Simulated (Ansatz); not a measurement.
# Calculations on GeH4OClF

## 1. Relaxation

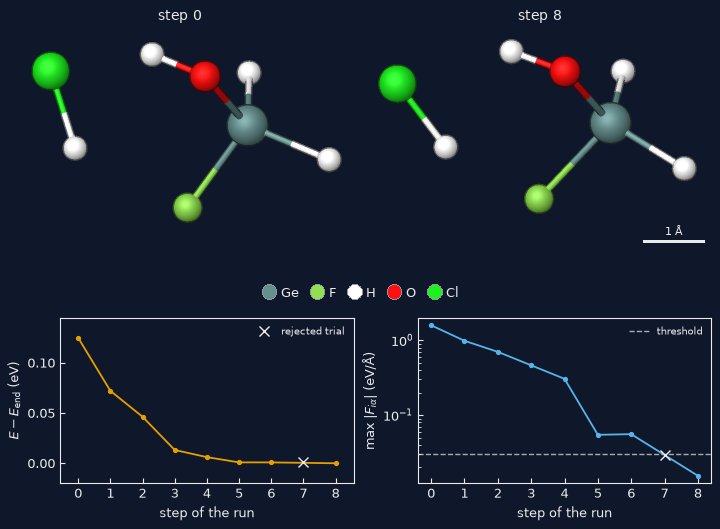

First and last geometry of a relaxation of GeH4OClF, with the history of the run. A ball-and-stick model, seen from a free direction.

The run prepares an end point of a later path (reaction) calculation, from a guessed geometry.

Method: RKS PBE/def2-SVP in Ansatz.

The input:
```yaml
crystal:
  periodic: [false, false, false]
  atoms:
    - { symbol: Ge, position_ang: [-0.13099, 0.217553, -0.060722] }
    - { symbol: F, position_ang: [0.015651, 0.326442, 1.659003] }
    - { symbol: H, position_ang: [1.314167, 0.055137, -0.585352] }
    - { symbol: H, position_ang: [-0.898693, 1.475963, -0.51426] }
    - { symbol: O, position_ang: [-1.205146, -1.149948, -0.439281] }
    - { symbol: H, position_ang: [-0.768029, -1.978303, -0.149286] }
    - { symbol: Cl, position_ang: [1.032753, -2.694044, 1.323084] }
    - { symbol: H, position_ang: [0.657987, -1.6458, 2.067614] }
basis:
  gaussian: { orbitals: def2-SVP }
hamiltonian:
  xc: pbe
relax:
  f_tol: 0.03
  max_steps: 50
```

Command:
```bash
ansatz run input.yaml --threads 2 --pin off --max-ram 3072MiB --backend cpu --events-out ev --progress --plain --runs-dir out
```

Q: Read the history and describe the run.

A: It converged. The largest move after the best rigid fit is that of Cl7, 0.35 Å. By element the largest moves are Cl 0.35 Å, F 0.24 Å, H 0.23 Å, O 0.10 Å, Ge 0.06 Å. Some distances before and after: Ge1–Cl7 3.427 → 3.608 Å, Ge1–F2 1.729 → 1.800 Å, Cl7–H8 1.339 → 1.323 Å, Ge1–O5 1.780 → 1.773 Å. Among the angles between lasting bonds that change: F2–Ge1–O5 108.1° → 106.0°. The energy falls by 0.125 eV in 7 accepted moves (8 points after the start). The largest force component goes from 1.6 to 0.015 eV/Å. The line search rejected the trial step at point 7 of the run. The run took 16 s on 2 threads of Arm Neoverse V2, on a shared host, peak memory 0.14 GiB.

```csv
step,"E − E(0), eV","largest force component, eV/Å",note
0,0.0000,1.5855,
1,-0.0528,0.9838,
2,-0.0786,0.7000,
3,-0.1117,0.4626,
4,-0.1188,0.3052,
5,-0.1240,0.0546,
6,-0.1241,0.0557,
7,-0.1241,0.0295,rejected
8,-0.1249,0.0155,
```

## 2. Relaxation

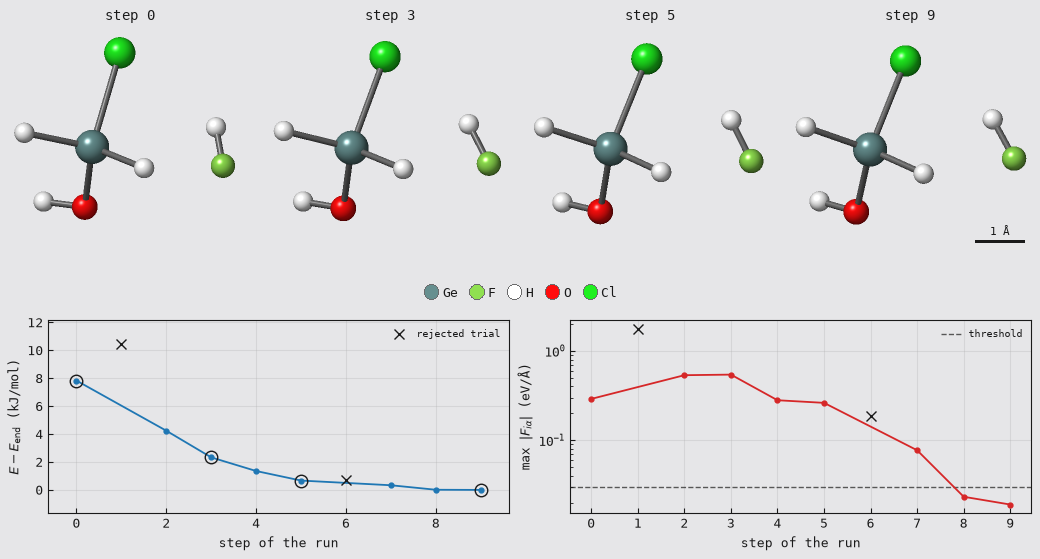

Frames of a relaxation of GeH₄OClF, marked on the history of the run. A ball-and-stick model, seen from a free direction.

The run prepares an end point of a later path (reaction) calculation, from a guessed geometry.

Method: Ansatz 0.2.0, RKS PBE/def2-SVP. (no spin polarisation; force threshold 0.03 eV/Å; at most 50 steps)

Describe the path.

Answer. The atom that moves furthest after the best rigid fit is the F atom (0.28 Å). Largest moves by element: F 0.28 Å, H 0.27 Å, Cl 0.24 Å, O 0.21 Å, Ge 0.07 Å. Some distances before and after: F–H 0.933 → 0.945 Å, Cl–Ge 2.218 → 2.224 Å, Ge–O 1.788 → 1.782 Å. Bond angles that change, for instance: H–Ge–O 109.3° → 107.0°. After 7 accepted moves (9 points after the start) the energy has fallen by 7.83 kJ/mol. Largest force component: 0.29 eV/Å at the start, 0.019 eV/Å at the end. The line search rejected the trial steps at points 1, 6 of the run. From step 0 to 3: an H atom moves most (0.19 Å), energy −5.50 kJ/mol. From step 3 to 5: the F atom moves most (0.11 Å), energy −1.66 kJ/mol. From step 5 to 9: the F atom moves most (0.13 Å), energy −0.67 kJ/mol.

Limits of the set-up: the start holds two separate molecules, 2.5 Å apart at their closest, whose relative position is a soft coordinate and is computed without a dispersion correction.

## 3. Path

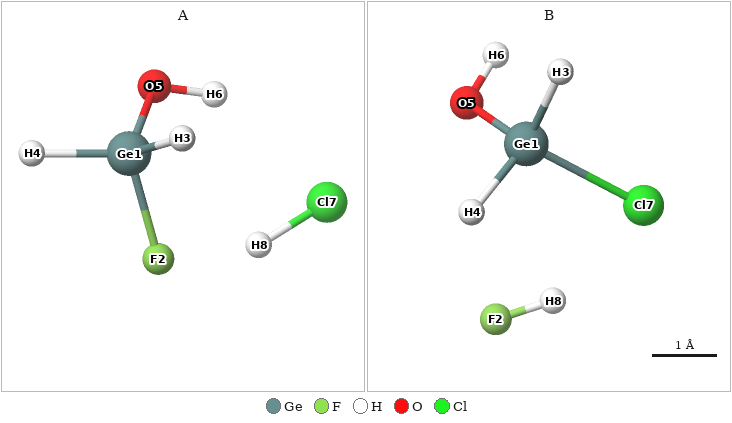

The two relaxed end points of a path for GeH$_{4}$OClF. A ball-and-stick model, seen at a tilt.

All numbers below come from Ansatz 0.2.0, RKS PBE/def2-SVP.

Run with 7 movable images; climbing image; force threshold 0.03 eV/Å; iteration limit 60.

Start:
```xyz
8

Ge   -0.1208    0.2347   -0.1207
F     0.1999    0.1670    1.6495
H     1.2908    0.2119   -0.7534
H    -0.9920    1.4808   -0.3596
O    -1.1239   -1.1798   -0.4899
H    -0.6769   -1.9928   -0.1644
Cl    0.8449   -2.7848    1.6020
H     0.5957   -1.5299    1.9372
```

End:
```xyz
8

Ge    0.2790   -0.3448   -0.2888
F    -0.5872   -0.2396    2.7301
H     1.0915   -0.3085   -1.6090
H    -0.0105    0.9985    0.3911
O    -1.2875   -1.1648   -0.5140
H    -1.1845   -1.9906   -1.0244
Cl    1.5593   -1.5517    1.0709
H     0.1576   -0.7914    2.5449
```

> What barrier does the band find between them, and by what path?

Forward barrier 17.5 kcal/mol, backward barrier 13.9 kcal/mol, with image 4 at the top; the reaction energy is +3.6 kcal/mol. Breaking: Cl7–H8 (1.32 → 1.69 at the top → 2.17 Å), Ge1–F2 (1.80 → 2.11 at the top → 3.14 Å). Forming: F2–H8 (1.77 → 1.06 at the top → 0.95 Å), Ge1–Cl7 (3.61 → 2.59 at the top → 2.22 Å). The band converged in 29 iterations. The largest component of the band force went from 41 to 0.027 eV/Å. The climbing image converged on the top of the path. Its vibrational analysis gives one imaginary mode (220i cm⁻¹), as a transition state must have.

Energies of the converged images:

```json
{"image": "0", "path (Å)": "0.00", "E (kcal/mol)": "0.0"}
{"image": "1", "path (Å)": "0.41", "E (kcal/mol)": "0.6"}
{"image": "2", "path (Å)": "0.82", "E (kcal/mol)": "4.3"}
{"image": "3", "path (Å)": "1.24", "E (kcal/mol)": "12.5"}
{"image": "4", "path (Å)": "1.65", "E (kcal/mol)": "17.5"}
{"image": "5", "path (Å)": "2.74", "E (kcal/mol)": "7.4"}
{"image": "6", "path (Å)": "3.84", "E (kcal/mol)": "4.2"}
{"image": "7", "path (Å)": "4.94", "E (kcal/mol)": "4.3"}
{"image": "8", "path (Å)": "6.03", "E (kcal/mol)": "3.6"}
```

The geometry at the top of the path:

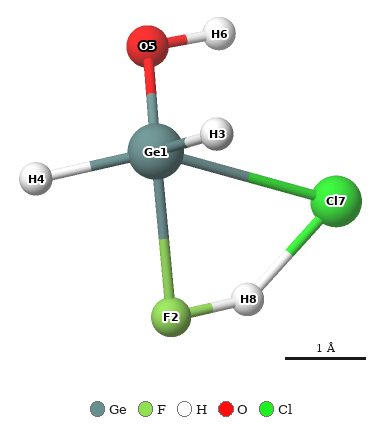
